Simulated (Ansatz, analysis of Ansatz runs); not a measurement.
**Local vibrational mode of the B-H pair in alpha-quartz (HSE06)**

Aim: the local vibrational mode of the B-H pair in alpha-quartz, to be set beside the measurement. Set-up: HSE06, 72-site cell, PBE lattice, 420 eV, k: the zone centre alone, relaxed with the hybrid, anharmonic cut along the mode. The model is a cell of 72 host atoms with B put on another atom's site and H put in between. The frequencies come from force constants among the defect atom and its neighbours, with the masses of the isotopes named. Exact exchange opens the gap, stiffens bonds and lessens the self-interaction error, at many times the cost.

What was measured. O-H stretch, 1H: 3595 cm⁻¹ at 300 K, by diffuse reflectance FTIR with peak fitting (“Structural evolution of water and hydroxyl groups during thermal, mechanical and chemical treatment of high purity natural quartz”, 2020, pmc:9055915).

Program: Ansatz 0.2.0. Level of theory: plane-wave PAW DFT, HSE06; relaxation of all atoms of a defect supercell. Results are calculated unless marked as measured.

### Step 1. Set-up

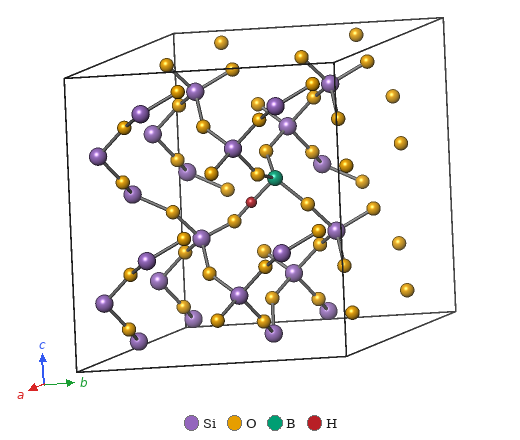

Start, viewed slightly off an axis; silicon purple, oxygen orange, boron teal, hydrogen red. Bonds to atoms that aren't drawn are left out.

The cell holds 73 atoms: 23 Si, 48 O, 1 B and 1 H. Cell: a = 10.037 Å, b = 10.037 Å, c = 11.018 Å, α = 90.0°, β = 90.0°, γ = 120.0°. It derives from SiO2 (space group P3_221). Nearest the centre at fractional (0.246, 0.226, 0.471): H73 at 0.43 Å, B12 at 0.89 Å, O4 at 1.43 Å, O9 at 1.81 Å, O16 at 1.82 Å, O15 at 1.84 Å, Si1 at 2.70 Å, Si19 at 3.17 Å.

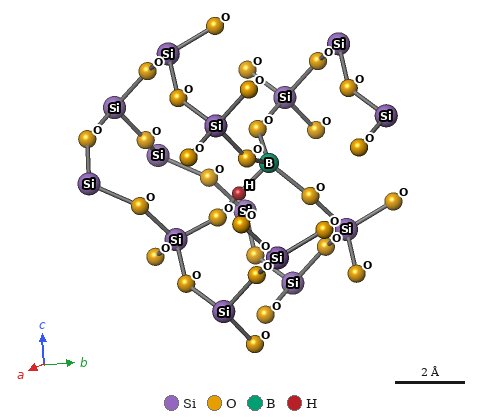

The atoms within 5 Å of the centre.

The host's primitive cell comes from a first run (plane-wave PAW DFT, PBE; relaxation of the host's cell and atoms): vectors of 5.018, 5.018 and 5.509 Å. That is 13.35 Å³ an atom, 6.1 % over the diffraction cell's volume. The supercell is built on it.

### Step 2. Relaxation, charge 0

Every later number rests on the structure around the defect, so the atoms are relaxed at the host's lattice first.

The input, relax/input.yaml:

```yaml
relax:
  f_tol: 0.01
  max_steps: 80
  random_displacement: { amplitude: 0.02, seed: 944 }
crystal:
  lattice:
    - [10.03667685, 0.0, 0.0]
    - [-5.01833842, 8.69201712, 0.0]
    - [0.0, 0.0, 11.01794798]
  atoms:
    - { symbol: Si, position: [0.238184539, 0.0, 0.333333333] }
    - { symbol: Si, position: [0.0, 0.238184539, 0.166666667] }
    - { symbol: Si, position: [0.261815461, 0.261815461, 0.0] }
    - { symbol: O, position: [0.198334715, 0.10811067, 0.38082311] }
    - { symbol: O, position: [0.37193999, 0.079143431, 0.230475271] }
    - { symbol: O, position: [0.420856569, 0.292796559, 0.063808605] }
    - { symbol: O, position: [0.12806001, 0.207203441, 0.102858062] }
    - { symbol: O, position: [0.079143431, 0.37193999, 0.269524729] }
    - { symbol: O, position: [0.292796559, 0.420856569, 0.436191395] }
    - { symbol: Si, position: [0.238184539, 0.0, 0.833333333] }
    - { symbol: Si, position: [0.0, 0.238184539, 0.666666667] }
    - { symbol: B, position: [0.277776024, 0.297721971, 0.52937026] }
    - { symbol: O, position: [0.207203441, 0.12806001, 0.897141938] }
    - { symbol: O, position: [0.37193999, 0.079143431, 0.730475271] }
    - { symbol: O, position: [0.420856569, 0.292796559, 0.563808605] }
    - { symbol: O, position: [0.12806001, 0.207203441, 0.602858062] }
    - { symbol: O, position: [0.079143431, 0.37193999, 0.769524729] }
    - { symbol: O, position: [0.292796559, 0.420856569, 0.936191395] }
    - { symbol: Si, position: [0.238184539, 0.5, 0.333333333] }
    - { symbol: Si, position: [0.0, 0.738184539, 0.166666667] }
    - { symbol: Si, position: [0.261815461, 0.761815461, 0.0] }
    - { symbol: O, position: [0.207203441, 0.62806001, 0.397141938] }
    - { symbol: O, position: [0.37193999, 0.579143431, 0.230475271] }
    - { symbol: O, position: [0.420856569, 0.792796559, 0.063808605] }
    - { symbol: O, position: [0.12806001, 0.707203441, 0.102858062] }
    - { symbol: O, position: [0.079143431, 0.87193999, 0.269524729] }
    - { symbol: O, position: [0.292796559, 0.920856569, 0.436191395] }
    - { symbol: Si, position: [0.238184539, 0.5, 0.833333333] }
    - { symbol: Si, position: [0.0, 0.738184539, 0.666666667] }
    - { symbol: Si, position: [0.261815461, 0.761815461, 0.5] }
    - { symbol: O, position: [0.207203441, 0.62806001, 0.897141938] }
    - { symbol: O, position: [0.37193999, 0.579143431, 0.730475271] }
    - { symbol: O, position: [0.420856569, 0.792796559, 0.563808605] }
    - { symbol: O, position: [0.12806001, 0.707203441, 0.602858062] }
    - { symbol: O, position: [0.079143431, 0.87193999, 0.769524729] }
    - { symbol: O, position: [0.292796559, 0.920856569, 0.936191395] }
    - { symbol: Si, position: [0.738184539, 0.0, 0.333333333] }
    - { symbol: Si, position: [0.5, 0.238184539, 0.166666667] }
    - { symbol: Si, position: [0.761815461, 0.261815461, 0.0] }
    - { symbol: O, position: [0.707203441, 0.12806001, 0.397141938] }
    - { symbol: O, position: [0.87193999, 0.079143431, 0.230475271] }
    - { symbol: O, position: [0.920856569, 0.292796559, 0.063808605] }
    - { symbol: O, position: [0.62806001, 0.207203441, 0.102858062] }
    - { symbol: O, position: [0.579143431, 0.37193999, 0.269524729] }
    - { symbol: O, position: [0.792796559, 0.420856569, 0.436191395] }
    - { symbol: Si, position: [0.738184539, 0.0, 0.833333333] }
    - { symbol: Si, position: [0.5, 0.238184539, 0.666666667] }
    - { symbol: Si, position: [0.761815461, 0.261815461, 0.5] }
    - { symbol: O, position: [0.707203441, 0.12806001, 0.897141938] }
    - { symbol: O, position: [0.87193999, 0.079143431, 0.730475271] }
    - { symbol: O, position: [0.920856569, 0.292796559, 0.563808605] }
    - { symbol: O, position: [0.62806001, 0.207203441, 0.602858062] }
    - { symbol: O, position: [0.579143431, 0.37193999, 0.769524729] }
    - { symbol: O, position: [0.792796559, 0.420856569, 0.936191395] }
    - { symbol: Si, position: [0.738184539, 0.5, 0.333333333] }
    - { symbol: Si, position: [0.5, 0.738184539, 0.166666667] }
    - { symbol: Si, position: [0.761815461, 0.761815461, 0.0] }
    - { symbol: O, position: [0.707203441, 0.62806001, 0.397141938] }
    - { symbol: O, position: [0.87193999, 0.579143431, 0.230475271] }
    - { symbol: O, position: [0.920856569, 0.792796559, 0.063808605] }
    - { symbol: O, position: [0.62806001, 0.707203441, 0.102858062] }
    - { symbol: O, position: [0.579143431, 0.87193999, 0.269524729] }
    - { symbol: O, position: [0.792796559, 0.920856569, 0.436191395] }
    - { symbol: Si, position: [0.738184539, 0.5, 0.833333333] }
    - { symbol: Si, position: [0.5, 0.738184539, 0.666666667] }
    - { symbol: Si, position: [0.761815461, 0.761815461, 0.5] }
    - { symbol: O, position: [0.707203441, 0.62806001, 0.897141938] }
    - { symbol: O, position: [0.87193999, 0.579143431, 0.730475271] }
    - { symbol: O, position: [0.920856569, 0.792796559, 0.563808605] }
    - { symbol: O, position: [0.62806001, 0.707203441, 0.602858062] }
    - { symbol: O, position: [0.579143431, 0.87193999, 0.769524729] }
    - { symbol: O, position: [0.792796559, 0.920856569, 0.936191395] }
    - { symbol: H, position: [0.233984441, 0.18832701, 0.446334938] }
basis:
  ecutwfc: 420
  xc_grid: 2
hamiltonian:
  xc: hse06
kpoints:
  mp_grid: { grid: [1, 1, 1] }
scf:
  occupations: { method: fermi_dirac, width: 0.01 }
  max_iter: 120
output:
  forces: true
checkpoint:
  write: "../relax.run"
  compress: false
  write_wavefunctions: true
  write_every: 100000
```

Launch:

```sh
$ ansatz run input.yaml --threads 4 --pin off --max-ram 7536MiB --backend cpu --events-out ev --progress --plain --runs-dir out
```

Numbers of over 12 decimals in the logs are rounded to 6 here.

Log:

```text
[... repeated set-up lines and file paths are left out, and long positions are rounded to six places ...]
exact exchange: scf.exx.singularity resolves to wigner_seitz, which cuts the screened interaction at the faces of the exchange supercell's Wigner-Seitz cell, so that each pair interacts once, at the shortest of its separations (the periodic images that this [...]
Engine: ansatz 0.2.0, aarch64-unknown-linux-gnu
Pseudopotentials: kind: paw
Pseudopotential: Si, paw, valence charge 4, recommended cutoff 420 eV (normal), Si.paw.azcp
Pseudopotential: O, paw, valence charge 6, recommended cutoff 420 eV (normal), O.paw.azcp
Pseudopotential: B, paw, valence charge 3, recommended cutoff 420 eV (normal), B.paw.azcp
Pseudopotential: H, paw, valence charge 1, recommended cutoff 420 eV (normal), H.paw.azcp
Functional definition: HSE06
  parameter a = 0.25
  parameter omega = 0.11/bohr
  exchange = pbe_x - a*pbe_x_sr(omega) + a*exact_x_sr(omega)
  correlation = pbe_c
Crystal: 73 atoms, lattice volume = 961.194 Å³
Basis set: ecut = 420 eV, 18781 PW (Γ), exchange–correlation on 144×144×150 points (8 copies of the dense FFT grid, shifted against one another)
Bands: 265, of which v1, the nominal top of the filled ones, is band 192 counted from 1 (191 counted from 0)
Symmetry: 1 space group operations
k-points: 1
Non-local potential: Si, projectors of the file, l = 0: 2, l = 1: 2, l = 2: 2
Non-local potential: O, projectors of the file, l = 0: 2, l = 1: 2, l = 2: 1
Non-local potential: B, projectors of the file, l = 0: 2, l = 1: 2, l = 2: 1
Non-local potential: H, projectors of the file, l = 0: 2, l = 1: 1
PAW form: soft (Blöchl's): semilocal exchange-correlation on the pseudo side does not see the compensation charge
PAW frozen core: Si, regenerated for the run's functional, and the local potential with it (the file was generated under x = pbe(κ = 0.804, μ = 0.219515), c = pbe(β = 0.066725))
PAW frozen core: O, regenerated for the run's functional, and the local potential with it (the file was generated under x = pbe(κ = 0.804, μ = 0.219515), c = pbe(β = 0.066725))
PAW frozen core: B, regenerated for the run's functional, and the local potential with it (the file was generated under x = pbe(κ = 0.804, μ = 0.219515), c = pbe(β = 0.066725))
PAW one-centre angular grid: Si, 110 points (default); XC on 64 Gauss nodes
PAW one-centre angular grid: O, 110 points (default); XC on 96 Gauss nodes
PAW one-centre angular grid: B, 110 points (default); XC on 64 Gauss nodes
PAW one-centre angular grid: H, 110 points (default); XC on 64 Gauss nodes
Initial density: superposition of atomic densities (neutral atoms: chi_scale 0, normalization atom), corrected by the library's trained network
Initial wavefunctions: pseudopotential atomic-orbital guess
Functional: x = pbe(κ = 0.804, μ = 0.219515), c = pbe(β = 0.066725), warm-up for x = pbe(κ = 0.804, μ = 0.219515) + 0.25 (exact − pbe) at short range (hse, ω = 0.207870 Å⁻¹), c = pbe(β = 0.066725); [...]
SCF iter   1: F=—  HF=-42107.634433 eV  |F-HF|=—  |Δ(HF+E_count)|=         —  Δρ=3.60e-3  dr2=1.82e-1  ethr=1.77e-3  ⟨swp⟩=14.0  Hψ=1548  notcnv=0
preconditioner: auto → none  [insulator: Δε(μ)=4.114 eV  Ē_g=16.592 eV  σ=0.010 eV  W_gap=1.00  n_scr=212 (ndim 8)  ℏωp=23.5 eV  f_vac=0.151  D(μ)=0.00/eV (n_scr^D=0)]
SCF iter   2: F=—  HF=-42107.599887 eV  |F-HF|=—  |Δ(HF+E_count)|=   3.45e-2  Δρ=2.57e-3  dr2=3.61e-2  ethr=4.75e-5  ⟨swp⟩=17.0  Hψ=978  notcnv=0  defer=2
SCF iter   3: F=—  HF=-42107.594030 eV  |F-HF|=—  |Δ(HF+E_count)|=   5.86e-3  Δρ=9.57e-4  dr2=3.96e-3  ethr=9.40e-6  ⟨swp⟩=7.0  Hψ=771  notcnv=0  defer=2
SCF iter   4: F=—  HF=-42107.595439 eV  |F-HF|=—  |Δ(HF+E_count)|=   1.41e-3  Δρ=4.34e-4  dr2=1.32e-3  ethr=1.03e-6  ⟨swp⟩=10.0  Hψ=713  notcnv=0  defer=2
iter 5 solved again at ethr=1.96e-8 eV; its pass at ethr=3.43e-7 eV (dr2=7.53e-5 eV) is discarded
SCF iter   5: F=—  HF=-42107.594614 eV  |F-HF|=—  |Δ(HF+E_count)|=   8.25e-4  Δρ=1.18e-4  dr2=7.60e-5  ethr=1.96e-8  ⟨swp⟩=3.0  Hψ=1053  notcnv=0  defer=2
SCF iter   6: F=—  HF=-42107.594630 eV  |F-HF|=—  |Δ(HF+E_count)|=   1.61e-5  Δρ=4.74e-5  dr2=1.10e-5  ethr=1.96e-8  ⟨swp⟩=4.0  Hψ=538  notcnv=0  defer=2
SCF iter   7: F=—  HF=-42107.594634 eV  |F-HF|=—  |Δ(HF+E_count)|=   3.92e-6  Δρ=1.69e-5  dr2=1.40e-6  ethr=2.86e-9  ⟨swp⟩=4.0  Hψ=561  notcnv=0  defer=2
SCF iter   8: F=—  HF=-42107.594635 eV  |F-HF|=—  |Δ(HF+E_count)|=   7.68e-7  Δρ=5.26e-6  dr2=1.48e-7  ethr=3.64e-10  ⟨swp⟩=4.0  Hψ=554  notcnv=0  defer=2
SCF iter   9: F=-42107.594635 eV  HF=-42107.594635 eV  |F-HF|=7.95e-9  |Δ(HF+E_count)|=   6.24e-8  Δρ=2.02e-6  dr2=1.73e-8  ethr=3.87e-11  ⟨swp⟩=4.0  Hψ=575  notcnv=0  defer=2
SCF 1 converged in 9 iterations: F = -42107.594635 eV  dr2 = 1.73e-8
  greatest PAW one-centre occupation: 0.879 electrons in one spin orbital (limit 2), on the O atom at site 3 (counted from 0), in its partial waves of l = 0
Initial density: handed on by an earlier stage of this run
Initial wavefunctions: those handed on with the density
Functional: x = pbe(κ = 0.804, μ = 0.219515) + 0.25 (exact − pbe) at short range (hse, ω = 0.207870 Å⁻¹), c = pbe(β = 0.066725); HSE06 as pw.x's `hse` composes it (authors' and Libxc's form: `xc: wpbeh`)
[...]
relax step   9: F+E_penalty+E_count = -42119.80488007 eV  Δ(F+E_penalty+E_count) = -6.092e-2 eV  max|allowed force component| = 1.924e0 eV/Å  Δτ_max = 0.1964 Å  (10 SCF iters, dr2 threshold 1.00e-4 eV, accepted)
relax step  10: F+E_penalty+E_count = -42119.91401241 eV  Δ(F+E_penalty+E_count) = -1.091e-1 eV  max|allowed force component| = 7.623e-1 eV/Å  Δτ_max = 0.2000 Å  (10 SCF iters, dr2 threshold 1.00e-4 eV, accepted)
relax step  11: F+E_penalty+E_count = -42119.99495629 eV  Δ(F+E_penalty+E_count) = -8.094e-2 eV  max|allowed force component| = 4.837e-1 eV/Å  Δτ_max = 0.2000 Å  (10 SCF iters, dr2 threshold 9.12e-5 eV, accepted)
relax step  12: F+E_penalty+E_count = -42120.03400859 eV  Δ(F+E_penalty+E_count) = -3.905e-2 eV  max|allowed force component| = 3.747e-1 eV/Å  Δτ_max = 0.2000 Å  (10 SCF iters, dr2 threshold 3.67e-5 eV, accepted)
relax step  13: F+E_penalty+E_count = -42120.03546358 eV  Δ(F+E_penalty+E_count) = -1.455e-3 eV  max|allowed force component| = 9.118e-1 eV/Å  Δτ_max = 0.2000 Å  (10 SCF iters, dr2 threshold 5.65e-5 eV, accepted)
relax step  14: F+E_penalty+E_count = -42120.07478433 eV  Δ(F+E_penalty+E_count) = -3.932e-2 eV  max|allowed force component| = 1.754e-1 eV/Å  Δτ_max = 0.1852 Å  (10 SCF iters, dr2 threshold 1.00e-4 eV, accepted)
relax step  15: F+E_penalty+E_count = -42120.08031932 eV  Δ(F+E_penalty+E_count) = -5.535e-3 eV  max|allowed force component| = 1.242e-1 eV/Å  Δτ_max = 0.0791 Å  (12 SCF iters, dr2 threshold 1.92e-6 eV, accepted)
relax step  16: F+E_penalty+E_count = -42120.08099023 eV  Δ(F+E_penalty+E_count) = -6.709e-4 eV  max|allowed force component| = 3.332e-1 eV/Å  Δτ_max = 0.0782 Å  (11 SCF iters, dr2 threshold 9.64e-7 eV, accepted)
relax step  17: F+E_penalty+E_count = -42120.08343122 eV  Δ(F+E_penalty+E_count) = -2.441e-3 eV  max|allowed force component| = 2.564e-2 eV/Å  Δτ_max = 0.0201 Å  (10 SCF iters, dr2 threshold 5.56e-5 eV, accepted)
relax step  18: F+E_penalty+E_count = -42120.08343133 eV  Δ(F+E_penalty+E_count) = -1.144e-7 eV  max|allowed force component| = 2.555e-2 eV/Å  Δτ_max = 0.0000 Å  (5 SCF iters, accepted)
relax step  19: F+E_penalty+E_count = -42120.08330202 eV  Δ(F+E_penalty+E_count) = +1.293e-4 eV  max|allowed force component| = 3.497e-2 eV/Å  Δτ_max = 0.0219 Å  (13 SCF iters, rejected (line search))
relax step  20: F+E_penalty+E_count = -42120.08370542 eV  Δ(F+E_penalty+E_count) = -2.741e-4 eV  max|allowed force component| = 1.354e-2 eV/Å  Δτ_max = 0.0106 Å  (11 SCF iters, accepted)
[...]
relax step  21: F+E_penalty+E_count = -42120.08375595 eV  Δ(F+E_penalty+E_count) = -5.053e-5 eV  max|allowed force component| = 3.746e-3 eV/Å  Δτ_max = 0.0035 Å  (11 SCF iters, accepted)
hybrid SCF converged: 2 outer / 11 inner (+0 warm-up), last move |dexx| = 1.57e-7 eV, tail = 2.12e-9 eV
Stability not checked: this state was not tested for a lower state beside it, because the functional holds exact exchange (a hybrid, or Hartree-Fock), whose exchange loop this test does not read (fock_operator; see scf.lower_state_search)
Free energy (F): -42120.083756 eV
Harris-Foulkes:  -42120.083756 eV  (|F-HF|=1.75e-10)
Internal energy: -42120.083756 eV  (E = F + TS)
E sigma→0 (E₀):  -42120.083756 eV
Fermi energy:    4.474839 eV
--- Per-component energies (eV) ---
  E_band       = -2588.660947
  E_kinetic    = 9729.813818
  E_local      = -24963.271940  (includes V_loc(G=0)·N_el)
  E_nonlocal   = 2807.771817
  E_hartree    = 9052.594037
  E_xc         = -3928.575848
  E_vxc        = -4539.486998  (∫ρ·V_xc dr)
  E_exx        = -1107.099931  (= α·E_x^exact, valence–valence)
  E_paw        = -19381.224094  (= ΣΔE_a)
  E_vpaw       = -1514.599048  (= ΣTr[D̂ρ^β])
  E_aug_tail   = 0.123164  (compensation charges beyond the density's cutoff)
  E_ewald      = -14327.562873
  E_core_change = -2.651906  (= ΣΔE_core)
  E_smearing   = -0.000000  (= −TS)
  E_closure    = 0.000000  (closes the sum)
  Σ components = -42120.083756   (vs F -42120.083756, Δ=7.28e-12)
--- Forces (eV/Å), atoms counted from 1 ---
  atom   1  Si     0.00101225    -0.00169992    -0.00048047
  atom   2  Si    -0.00049826     0.00033676     0.00012600
  [... 1 atom left out ...]
  atom   4  O     -0.00143660    -0.00252616    -0.00075091
  [... 4 atoms left out ...]
  atom   9  O     -0.00066690     0.00084779    -0.00281827
  [... 1 atom left out ...]
  atom  11  Si     0.00081038    -0.00050912    -0.00170742
  atom  12  B     -0.00276130    -0.00116822     0.00213301
  [... 2 atoms left out ...]
  atom  15  O      0.00374973     0.00107582     0.00082005
  atom  16  O     -0.00058032     0.00033513     0.00140879
  [... 2 atoms left out ...]
  atom  19  Si    -0.00030338     0.00099840     0.00001824
  [... 27 atoms left out ...]
  atom  47  Si     0.00011729     0.00036433     0.00002407
  [... 25 atoms left out ...]
  atom  73  H      0.00109525     0.00096315    -0.00071024
  max |Σ_I F_I| component: 2.99e-4 eV/Å
--- Band table (eV) ---
  k-point 0: bands = ["-20.3329", "-19.9150", "-19.8973", "-19.8640", [... 232 left out ...] "12.9913", "13.0248", "13.0995", "13.1264"]
  guard bands above this table: 25 of the run's 265 bands. The solve was not asked for them (output.publish_guard_bands: true or output.eigenvalues: true publishes all)
--- Relaxed structure (21 steps of the walk, 20 accepted, 0 SCFs on fresh bases) ---
  F+E_penalty+E_count = -42120.08375595 eV   max|allowed force component| = 3.746e-3 eV/Å
  atoms:
    - { symbol: Si, position: [0.233733, -0.013475, 0.329794] }
    - { symbol: Si, position: [0.001701, 0.247478, 0.169031] }
    [... 1 atom left out ...]
    - { symbol: O, position: [0.180391, 0.099678, 0.390411] }
    [... 4 atoms left out ...]
    - { symbol: O, position: [0.300433, 0.417344, 0.443663] }
    [... 1 atom left out ...]
    - { symbol: Si, position: [0.009818, 0.256096, 0.668704] }
    - { symbol: B, position: [0.277241, 0.314940, 0.534236] }
    [... 2 atoms left out ...]
    - { symbol: O, position: [0.400299, 0.302859, 0.572472] }
    - { symbol: O, position: [0.138642, 0.237743, 0.594829] }
    [... 2 atoms left out ...]
    - { symbol: Si, position: [0.246186, 0.496437, 0.342933] }
    [... 27 atoms left out ...]
    - { symbol: Si, position: [0.488859, 0.246516, 0.662481] }
    [... 25 atoms left out ...]
    - { symbol: H, position: [0.074559, 0.050172, 0.415926] }
```

The job ended after 29 min (4 threads of Arm Neoverse V1, shared host; peak memory 2.4 GiB; 1.9 h of CPU time).

[end of part 1 of 2]

[Logs are printed without paths, hosts, clocks, repeated set-up lines and the standing remarks that a program may print on its own settings, such as how far it seeks lower states.]

[Hosts, paths, dates, database ids (printed as entryN), source tags and the programs' standing remarks are cut or masked in the printed files.]

[For some hosts the program warned that the k-mesh of the response run may be too coarse for force constants and the static dielectric constant; such warnings are not shown here.]
